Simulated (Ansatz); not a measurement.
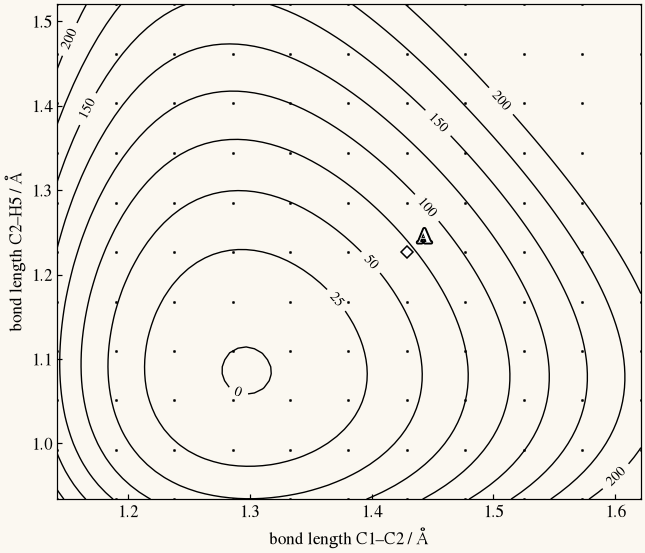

C₂H₃, SMILES [CH]=C, spin multiplicity 2. 
- First axis: bond length C1–C2. Second axis: bond length C2–H5.
- Nothing is relaxed (all other coordinates rigid).
- The grid has 11 × 11 points.
- Energies are in kJ/mol, from the lowest grid point.
- Method: UKS CAM-B3LYP-D4/def2-TZVP in Ansatz.

The picture shows contour lines labelled in kJ/mol (none above 200), dots at the grid points, the point A. Between grid points the surface is interpolated.

Which way does the force act at A, and how strong is it?

Answer. A, at bond length C1–C2 = 1.429 Å, bond length C2–H5 = 1.227 Å, is not a stationary point. The computed force is 600 kJ/mol for each Å towards smaller values of bond length C1–C2 and 340 kJ/mol for each Å towards smaller values of bond length C2–H5.
